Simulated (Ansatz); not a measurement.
## Electronic structure of C3H7NOSi (SMILES C#COC(N)[SiH3]) in real space

```csv
atom,x (Å),y (Å),z (Å)
C,-1.3975,-2.5442,-0.5124
C,-0.8520,-1.7207,0.1718
O,-0.2576,-0.8418,0.9008
C,0.6463,0.0955,0.1446
N,1.6174,0.6324,0.9943
Si,-0.4172,1.4726,-0.6355
H,-1.8967,-3.2799,-1.0936
H,1.1192,-0.5282,-0.6194
H,2.2389,-0.0537,1.4004
H,1.2480,1.2431,1.7085
H,-0.7397,2.4345,0.4519
H,0.3715,2.1531,-1.6926
H,-1.6605,0.9027,-1.2042
```

Geometry: PBE0-D4/def2-TZVP.

Method: RKS PBE0-D4/def2-TZVPP (Ansatz).

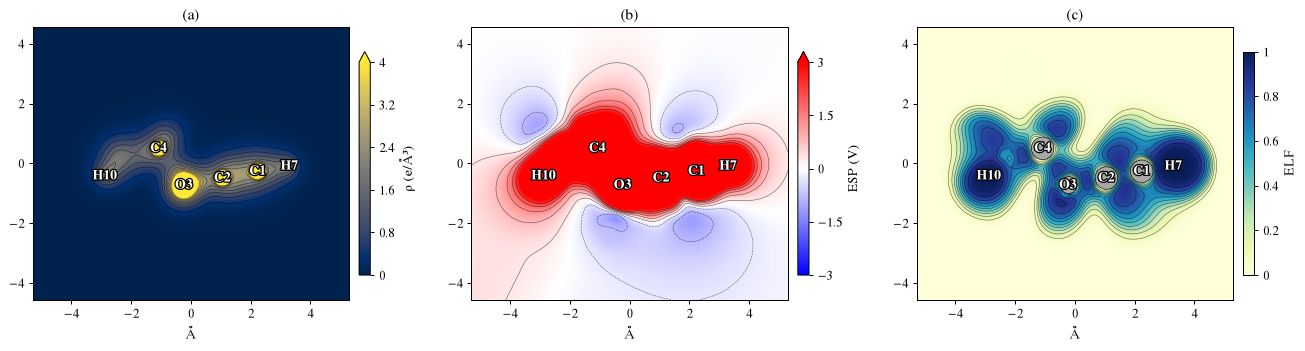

Figure 1. (a) total electron density; (b) molecular electrostatic potential; (c) electron localisation function on the plane of atoms C2, O3 and C4. Grey discs cover the atomic cores in the ELF map.

Q: Read the bonding off the picture.

A: The plane passes through C, O and H nuclei. C–C (1.20 Å): ρ at the midpoint is about 2.7 e/Å³; the ELF peaks at about 0.80 between the atoms; a multiple bond. C–O (1.29 Å): ρ is about 2.7 e/Å³ halfway; the ELF peaks at about 0.85 between the atoms: a polar covalent bond. C–H (1.06 Å): ρ at the midpoint is about 2.1 e/Å³; the ELF climbs to about 1 towards the hydrogen, as it does in any bond to H: a covalent bond by its length. The ELF also peaks beside O3 and N5, away from the bonds: lone-pair regions. Outside the dense part of the molecule the potential is most negative (−1.3 V) near O3.

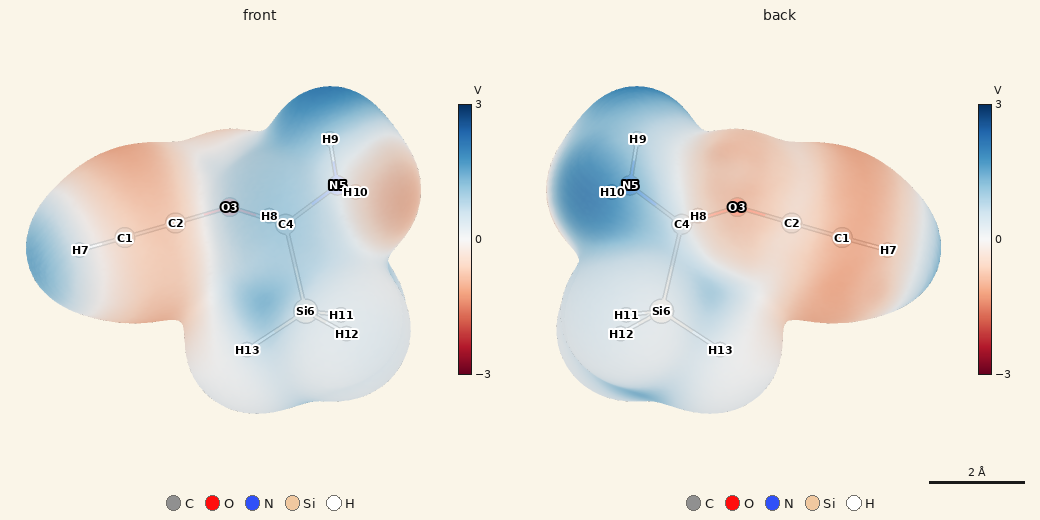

Figure 2. The molecular electrostatic potential painted on the density surface at 0.002 e/bohr³, seen from the front and from behind; red is negative and blue positive.

Q: Describe the electrostatic potential map.

A: The most negative region (about −1.1 V, or −25 kcal/mol for a unit charge) lies over C1 and C2, the most positive (about +2.0 V, or +46 kcal/mol for a unit charge) over H9 and H10.

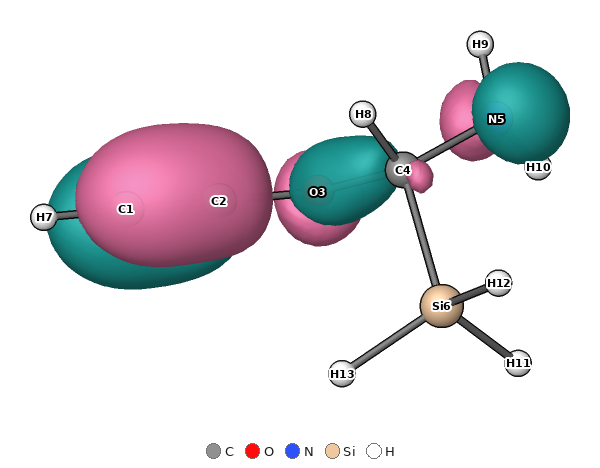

Figure 3. The HOMO−1 at ±0.15 Å⁻³ᐟ² (teal and pink are the two phases), seen at an oblique angle.

Q: Describe this orbital and give its energy.

A: By Hirshfeld shares it lies mainly on C1 (about 40 %), C2 (about 30 %), O3 (about 10 %) and N5 (about 10 %); π-bonding across C1–C2. Its energy is −7.37 eV.

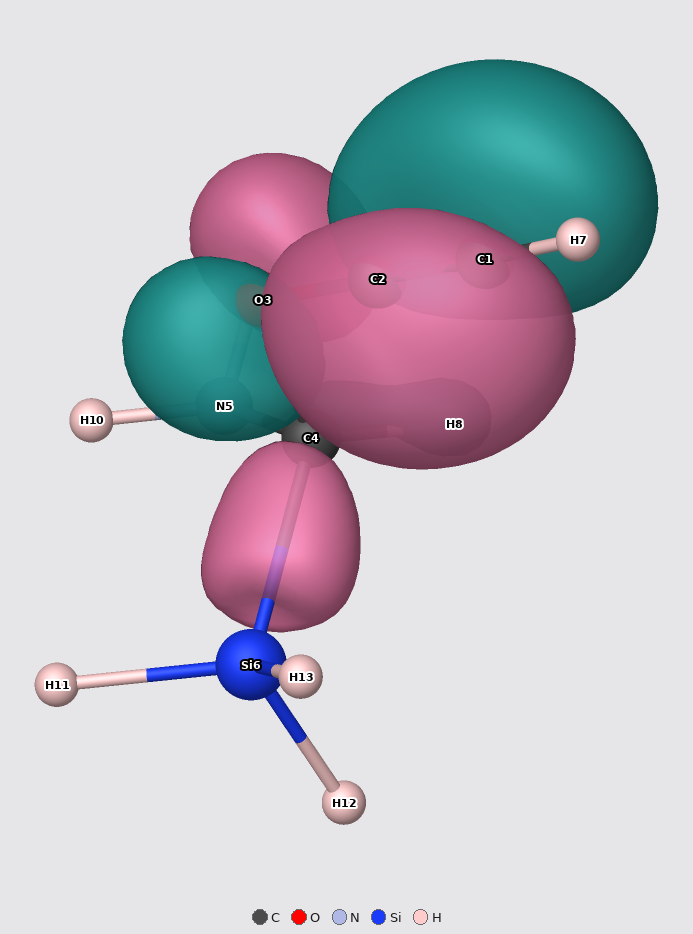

Figure 4. The HOMO at ±0.1 Å⁻³ᐟ² (teal and pink are the two phases), seen at an oblique angle.

Q: Where does this orbital lie, and at what energy?

A: By Hirshfeld shares it lies mainly on C1 (about 40 %), C2 (about 25 %) and O3 (about 20 %). Its energy is −6.80 eV.
